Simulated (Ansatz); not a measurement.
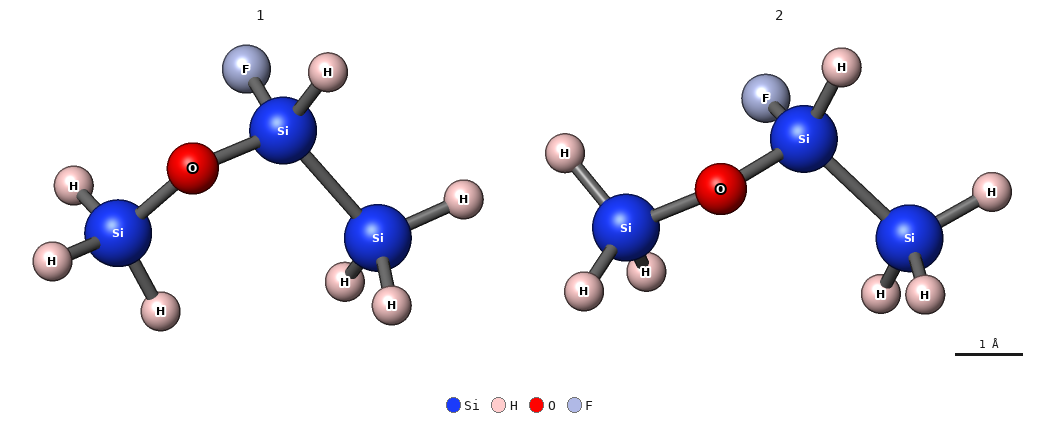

Two geometries of Si₃H₇OF, drawn at one scale. One is the start of a relaxation, the other its converged end. A ball-and-stick model, seen face on.

Theory: RKS PBE0/STO-3G (Ansatz 0.2.0). (no spin polarisation; force threshold 0.02 eV/Å; at most 40 steps)

### Which one is relaxed?

Structure 1 is the relaxed one. The run prepares the start of a later molecular dynamics calculation, from a guessed geometry. The energy falls by 20.6 kJ/mol in 26 accepted moves (28 points after the start). The largest force component goes from 1.8 to 0.014 eV/Å. The line search rejected the trial steps at points 10, 11 of the run. The forces were under the threshold at step 12, but the run went on from there. The largest moves after the best rigid fit, 1.04 Å, are those of H atoms. By element the largest moves are H 1.04 Å, F 0.50 Å, O 0.37 Å, Si 0.24 Å. Among the contacts that change: F–Si 1.589 → 1.647 Å, Si–Si 2.220 → 2.272 Å, O–Si 1.680 → 1.697 Å, H–Si 1.460 → 1.444 Å. Bond angles that change, for instance: Si–O–Si 125.0° → 118.1°, Si–Si–O 109.5° → 115.3°, H–Si–O 109.5° → 104.1°. Groups turn about O–Si by about 35°. Cost: 2 min on 1 thread of Intel(R) Xeon(R) Platinum 8375C CPU @ 2.90GHz (Ice Lake), with other jobs on the host, peak memory 0.14 GiB.

Limits of the set-up: STO-3G is a minimal basis, so the numbers are rough.
